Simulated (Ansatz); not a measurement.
Input

```
crystal:
  periodic: [false, false, false]
  atoms:
    - { symbol: Si, position_ang: [0.0, 0.0, 0.0] }
    - { symbol: O, position_ang: [0.0, 0.0, 1.68] }
    - { symbol: Si, position_ang: [-1.3147, -0.4067, 2.6436] }
    - { symbol: H, position_ang: [-2.239, -1.2403, 1.8804] }
    - { symbol: H, position_ang: [-0.8506, -1.1432, 3.8157] }
    - { symbol: H, position_ang: [-1.9987, 0.8095, 3.0733] }
    - { symbol: O, position_ang: [1.5842, 0.0, -0.5594] }
    - { symbol: C, position_ang: [2.3503, -1.1632, -0.836] }
    - { symbol: H, position_ang: [1.7187, -1.9052, -1.3675] }
    - { symbol: H, position_ang: [3.2179, -0.8926, -1.4733] }
    - { symbol: H, position_ang: [2.7141, -1.6023, 0.1163] }
    - { symbol: Cl, position_ang: [-1.0032, 1.7381, -0.7093] }
    - { symbol: Cl, position_ang: [-1.0032, -1.7381, -0.7093] }
basis:
  gaussian: { orbitals: "6-31G" }
hamiltonian:
  xc: lda
relax:
  f_tol: 0.02
  max_steps: 40
output:
  orbitals: {}
```

Launched as:

```sh
ansatz run input.yaml --threads 2 --pin off --max-ram 3072MiB --backend cpu --events-out ev --progress --plain --runs-dir out
```

The fields are those of the run's last geometry, not of the input's.

Theory: RKS LDA/6-31G in Ansatz 0.2.0.

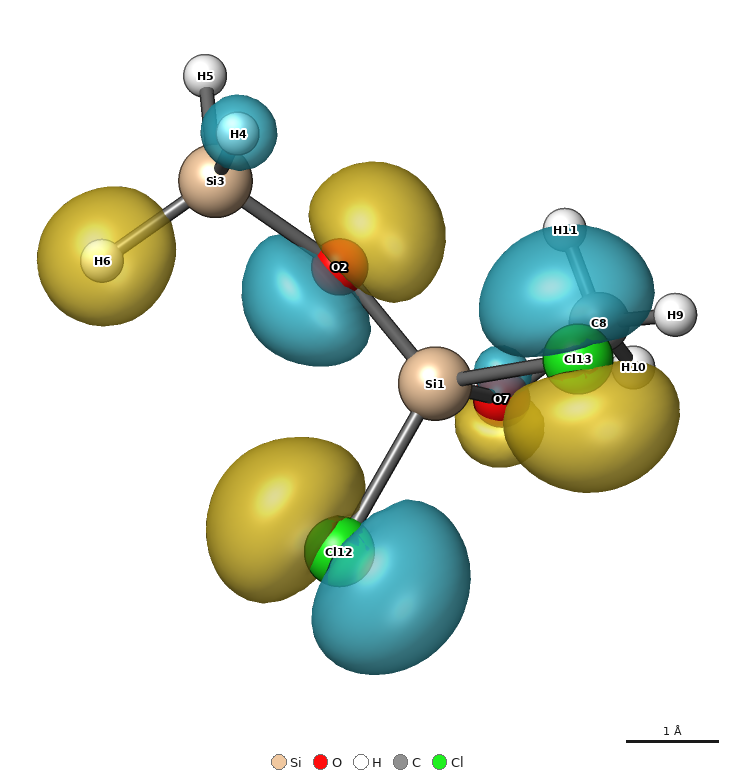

CH6Cl2O2Si2. The HOMO−1 at ±0.1 Å⁻³ᐟ² (yellow and cyan are the two phases), seen at a tilt.

What is the character of this orbital?

Answer. It lies mainly on Cl12 (about 30 %), Cl13 (about 25 %) and O2 (about 25 %); largely a combination of lone pairs on Cl12, Cl13 and O2. Its energy is −7.67 eV.
